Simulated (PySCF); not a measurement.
# MoCl4: triplet, from a tetrahedral start

Aim: relax MoCl4 as a triplet from a tetrahedral start, check by its vibrations whether the end is a minimum, and collect its spectrum and constants.

The runs use PySCF 2.14.0; B3LYP, basis Mo def2-TZVP with ECP28, Cl def2-TZVP, scalar-relativistic core potentials, no spin–orbit coupling, density fitting.

**1. Where the work starts**

5 atoms, charge 0, spin multiplicity 3.

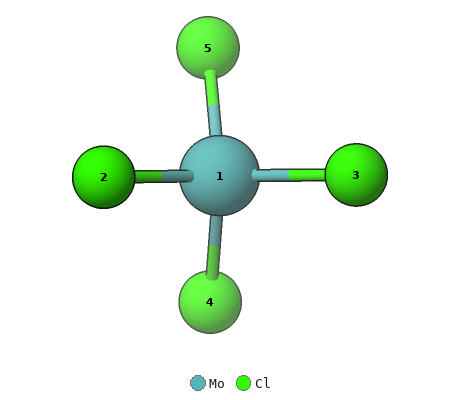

The starting geometry (molybdenum teal, chlorine green); atoms are numbered from 1 in the order of the file.

Z-matrix (Å, degrees; charge 0 multiplicity 3):
```
Mo
Cl 1 2.3700
Cl 1 2.3700 2 109.48
Cl 1 2.3700 2 109.47 3 120.00
Cl 1 2.3700 2 109.47 3 -120.00
```

**2. The SCF at the typed geometry**

One driver script runs all steps and calls PySCF; scf.py shows how it sets up the SCF of each step. The optimiser is the driver's own. After this first run the driver tries any further starts and a stability analysis.

File scf.py:

```python
from pyscf import gto, scf, dft
mol = gto.M(atom='''
Mo     0.000000     0.000000     0.000000
Cl     1.368200     1.368390    -1.368390
Cl     1.368200    -1.368390     1.368390
Cl    -1.368200     1.368390     1.368390
Cl    -1.368200    -1.368390    -1.368390''',
    basis={'Mo': 'def2-TZVP', 'Cl': 'def2-TZVP'},
    ecp={'Mo': 'def2-TZVP'},
    charge=0, spin=2)
mf = dft.UKS(mol, xc='B3LYP')
mf.grids.atom_grid = (50, 194)
aux = {'Mo': 'def2-universal-JKFIT', 'Cl': 'def2-universal-JKFIT'}
mf = mf.density_fit(auxbasis=aux)
mf.conv_tol = 1e-08
mf.diis_space = 10
mf.max_cycle = 60
mf.init_guess = 'minao'
mf.verbose = 4
mf.kernel()
```

On the command line:

```console
$ OMP_NUM_THREADS=4 python axn.py task.json out
```

What it wrote:

```text
init E= -1902.70178769506
[... the frontier-level lines of each cycle are left out ...]
cycle= 1 E= -1909.26966160674  delta_E= -6.57  |g|= 0.313  |ddm|= 2.72
cycle= 2 E= -1909.28415324074  delta_E= -0.0145  |g|= 0.308  |ddm|= 0.604
cycle= 3 E= -1909.31224842159  delta_E= -0.0281  |g|= 0.168  |ddm|= 0.296
cycle= 4 E= -1909.32219829673  delta_E= -0.00995  |g|= 0.0904  |ddm|= 0.163
cycle= 5 E= -1909.32663605958  delta_E= -0.00444  |g|= 0.00859  |ddm|= 0.0606
cycle= 6 E= -1909.32671031509  delta_E= -7.43e-05  |g|= 0.00241  |ddm|= 0.012
cycle= 7 E= -1909.32672076203  delta_E= -1.04e-05  |g|= 0.000935  |ddm|= 0.00465
cycle= 8 E= -1909.32672418759  delta_E= -3.43e-06  |g|= 0.000235  |ddm|= 0.00418
cycle= 9 E= -1909.32672426742  delta_E= -7.98e-08  |g|= 1.48e-05  |ddm|= 0.000604
cycle= 10 E= -1909.32672426795  delta_E= -5.31e-10  |g|= 3.06e-06  |ddm|= 3.95e-05
Extra cycle  E= -1909.32672426797  delta_E= -1.91e-11  |g|= 2.08e-06  |ddm|= 6.52e-06
converged SCF energy = -1909.32672426797  <S^2> = 2.0141584  2S+1 = 3.0094241
```

This step, with its further starts and checks, ran for 53 s (4 threads of Arm Neoverse V2, shared host).

The starts that the driver tried:

| start | energy (Eh) |
| --- | --- |
| the minimal-basis guess | -1909.326724 |
| a thermally smeared density | -1909.326724 |
| a smeared PBE density | -1909.326724 |

The test of internal stability and the other starts found no lower solution of this spin.

**3. Tetrahedral start, triplet: relaxation**

The program finds Td symmetry in the start, which this walk keeps.

scf.py: that of step 2 with these lines changed.

```diff
@@ -4,4 +4,4 @@
-Cl     1.368200     1.368390    -1.368390
-Cl     1.368200    -1.368390     1.368390
-Cl    -1.368200     1.368390     1.368390
-Cl    -1.368200    -1.368390    -1.368390''',
+Cl     1.368327     1.368327    -1.368327
+Cl     1.368327    -1.368327     1.368327
+Cl    -1.368327     1.368327     1.368327
+Cl    -1.368327    -1.368327    -1.368327''',
@@ -18 +17,0 @@
-mf.init_guess = 'minao'
```

Energy and gradient, step by step:

| step | energy (Eh) | change (kJ/mol) | largest symmetric gradient (Eh/bohr) |
| --- | --- | --- | --- |
| 0 | -1909.326724 | 0.00 | 0.02033 |
| 1 | -1909.341871 | -39.77 | 0.00861 |
| 2 | -1909.344129 | -45.70 | 0.00255 |
| 3 | -1909.344340 | -46.25 | 0.00022 |
| 4 | -1909.344340 | -46.25 | 0.00001 |

The walk took 33 s.

Positions (Å) and forces (eV/Å) along the way:

```
step 0
Mo   0.000   0.000   0.000   0.000   0.000   0.000
Cl   1.368   1.368  -1.368  -1.045  -1.045   1.045
Cl   1.368  -1.368   1.368  -1.045   1.045  -1.045
Cl  -1.368   1.368   1.368   1.045  -1.045  -1.045
Cl  -1.368  -1.368  -1.368   1.045   1.045   1.045
step 1
Mo   0.000   0.000   0.000   0.000   0.000   0.000
Cl   1.323   1.323  -1.323  -0.443  -0.443   0.443
Cl   1.323  -1.323   1.323  -0.443   0.443  -0.443
Cl  -1.323   1.323   1.323   0.443  -0.443  -0.443
Cl  -1.323  -1.323  -1.323   0.443   0.443   0.443
step 2
Mo   0.000   0.000   0.000   0.000   0.000   0.000
Cl   1.292   1.292  -1.292   0.131   0.131  -0.131
Cl   1.292  -1.292   1.292   0.131  -0.131   0.131
Cl  -1.292   1.292   1.292  -0.131   0.131   0.131
Cl  -1.292  -1.292  -1.292  -0.131  -0.131  -0.131
step 3
Mo   0.000   0.000   0.000   0.000   0.000   0.000
Cl   1.299   1.299  -1.299  -0.011  -0.011   0.011
Cl   1.299  -1.299   1.299  -0.011   0.011  -0.011
Cl  -1.299   1.299   1.299   0.011  -0.011  -0.011
Cl  -1.299  -1.299  -1.299   0.011   0.011   0.011
step 4
Mo   0.000   0.000   0.000   0.000   0.000   0.000
Cl   1.298   1.298  -1.298   0.000   0.000   0.000
Cl   1.298  -1.298   1.298   0.000   0.000   0.000
Cl  -1.298   1.298   1.298   0.000   0.000   0.000
Cl  -1.298  -1.298  -1.298   0.000   0.000   0.000
```

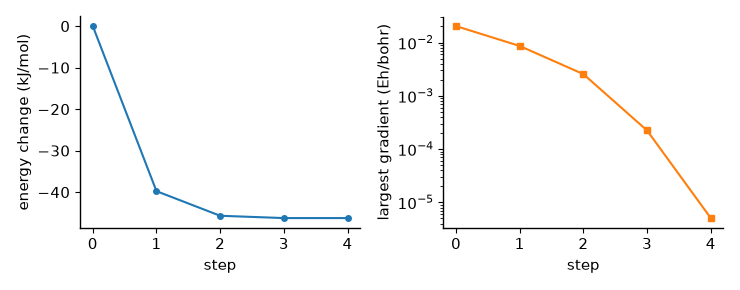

How energy and gradient fall.

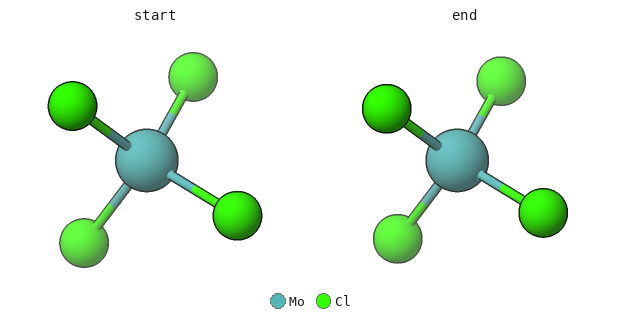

Start and end of the relaxation.

End point (Td, 4 steps, 46.3 kJ/mol gained): Mo–Cl 2.249 Å (×4); Cl–Mo–Cl 109.5° (×6).

**4. Is it a minimum? Harmonic modes**

The point is checked on the finer grid, and tightened if its gradient asks for it. The Hessian and the dipole derivatives come from central differences of analytic gradients, with steps of 0.02 bohr.

scf.py: that of step 3 with these lines changed.

```diff
@@ -3,5 +3,5 @@
-Mo     0.000000     0.000000     0.000000
-Cl     1.368327     1.368327    -1.368327
-Cl     1.368327    -1.368327     1.368327
-Cl    -1.368327     1.368327     1.368327
-Cl    -1.368327    -1.368327    -1.368327''',
+Mo     0.000000     0.000000    -0.000000
+Cl     1.298221     1.298221    -1.298221
+Cl     1.298221    -1.298221     1.298221
+Cl    -1.298221     1.298221     1.298221
+Cl    -1.298221    -1.298221    -1.298221''',
@@ -12 +12 @@
-mf.grids.atom_grid = (50, 194)
+mf.grids.atom_grid = (75, 302)
@@ -15 +15 @@
-mf.conv_tol = 1e-08
+mf.conv_tol = 1e-10
```

The driver hands on the density of the step before, so the log starts near convergence.

SCF at the final geometry:

```text
init E= -1909.34386240308
[... the frontier-level lines of each cycle are left out ...]
cycle= 1 E= -1909.34386240309  delta_E= -1.36e-12  |g|= 4.21e-07  |ddm|= 6.96e-07
Extra cycle  E= -1909.34386240309  delta_E= -3.18e-12  |g|= 1.24e-06  |ddm|= 1.09e-06
converged SCF energy = -1909.34386240309  <S^2> = 2.0090245  2S+1 = 3.0060103
```

The whole step took 96 s.

Geometry: Td; Mo–Cl 2.249 Å (×4); Cl–Mo–Cl 109.5° (×6).

Harmonic modes (main isotopes):

| symmetry | ω (cm⁻¹) | IR (km/mol) | μ (u) | type |
| --- | --- | --- | --- | --- |
| e | 97 | 0.0 | 34.97 | bend |
| t2 | 101 | 11.1 | 41.73 | bend |
| a1 | 387 | 0.0 | 34.97 | stretch |
| t2 | 425 | 285 | 44.62 | stretch |

μ is the mass of the mode for normalised Cartesian displacements, not the reduced mass of the usual diatomic formula.

Every mode is real; the point is a minimum.

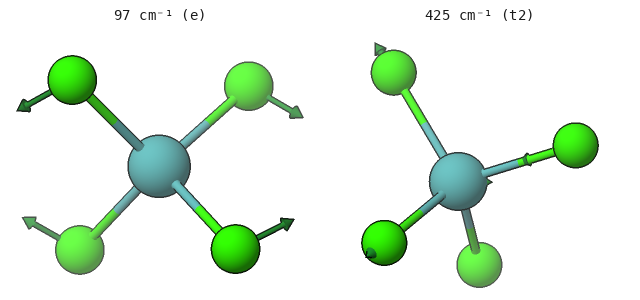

Displacements of 2 of the modes, as arrows (one member where a mode is degenerate).

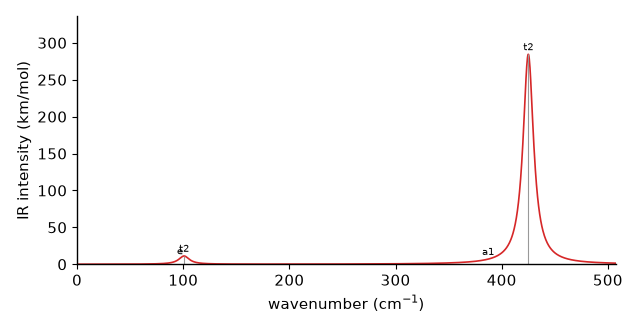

The harmonic infrared spectrum (widths in cm⁻¹). Lines are broadened to a width of 12 cm⁻¹ (Lorentzian).

Constants and moments:

```yaml
Dipole_moment: 0.00 D
Highest_occupied_level: -7.08 eV
Lowest_empty_level: -3.75 eV
Rotational_constants: 0.03575, 0.03575, 0.03575 cm⁻¹
Zero-point_energy: 12.9 kJ/mol
Principal_polarisabilities: 95.7, 95.7, 95.7 bohr³
Atomisation_energy_without_zero-point_energy: 1451 kJ/mol
Principal_traceless_quadrupole_moments_about_the_centre_of_mass: 0.00, 0.00, 0.00 D Å
Entropy_at_298.15_K_and_1_bar_electronic_part_spin_only: 378.7 J/(mol K)
Heat_capacity_Cp_at_298.15_K: 98.1 J/(mol K)
Enthalpy_at_298.15_K_above_0_K: 22.68 kJ/mol
Rotational_symmetry_number: 12
Spin_squared_⟨S²⟩: 2.009
```

Charges (e) and bond orders:

```tsv
atom	Mulliken	Löwdin	polar tensor	spin (Mulliken)	Mayer order to Mo1
Mo1	1.18	-0.47	2.10	1.70	–
Cl2,3,4,5	-0.30	0.12	-0.52	0.08	1.12
```

Mulliken populations on Mo1 (outside its core potential): s 2.30, p 6.36, d 4.13, f 0.03.

**5. Summary of results**

```
                                          quantity                                     value
                                           minimum                               triplet, Td
                                          geometry  Mo–Cl 2.249 Å (×4); Cl–Mo–Cl 109.5° (×6)
                                wavenumbers (cm⁻¹)      97 (e), 101 (t2), 387 (a1), 425 (t2)
                                     dipole moment                                    0.00 D
highest occupied, lowest empty level (either spin)                           -7.08, -3.75 eV
                        polar-tensor charge of Mo1                                   +2.10 e
                                 zero-point energy                               12.9 kJ/mol
                               entropy at 298.15 K                           378.7 J/(mol K)
         atomisation energy (no zero-point energy)                               1451 kJ/mol
                                              ⟨S²⟩                                     2.009
```

**Reading.** The tetrahedral start keeps its Td symmetry and ends in a minimum. The strongest infrared band lies at 425 cm⁻¹ (t2, stretch). The dipole vanishes although Mo1 carries +2.1 e by the polar tensor: the bond dipoles cancel. Most of the spin sits on Mo1 (Mulliken spin 1.70, against 2 for the whole molecule). Other starts or spin states, not run here, may lie lower. One determinant may miss the lowest occupation of an open d or f shell.

The search up to here took 3 min.
